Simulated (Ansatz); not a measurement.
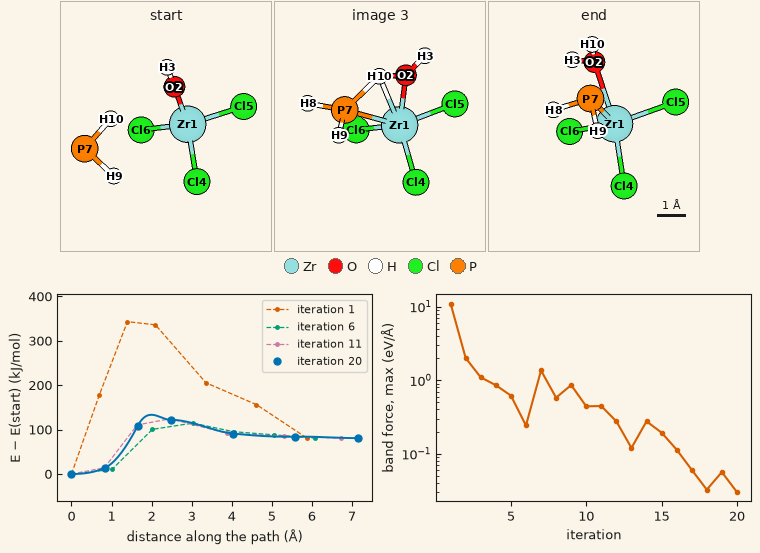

NEB run on ZrPH4OCl3, made up at the start of ZrHOCl$_{3}$ and PH3. Images are numbered from 0 (start) to 6 (end). The plot follows the band through its iterations. The picture is a ball-and-stick view, seen at a tilt.

Computed with RKS BLYP-D4/def2-SVP (Ansatz). Settings: 5 movable images; climbing image; force threshold 0.05 eV/Å; iteration limit 60; starting path through a guess of the saddle point.

Question: Judge this run.

Answer: The result is final at these settings. The band converged in 20 iterations. The largest component of the band force went from 11 to 0.03 eV/Å. The climbing image converged on the top of the path. Its vibrational analysis gives one imaginary mode (983i cm⁻¹), as a transition state must have. The first iteration put the highest image at 343.3 kJ/mol. Forward barrier 122.1 kJ/mol, backward barrier 41.2 kJ/mol, with image 3 at the top; the reaction energy is +80.9 kJ/mol.

Limits of the set-up: the start holds two separate molecules, 2.7 Å apart at their closest, whose relative position is a soft coordinate.

The run took 2.9 min on 4 threads of Intel(R) Xeon(R) CPU @ 2.80GHz (Skylake/Cascade Lake) (shared host), peak memory 0.24 GiB.
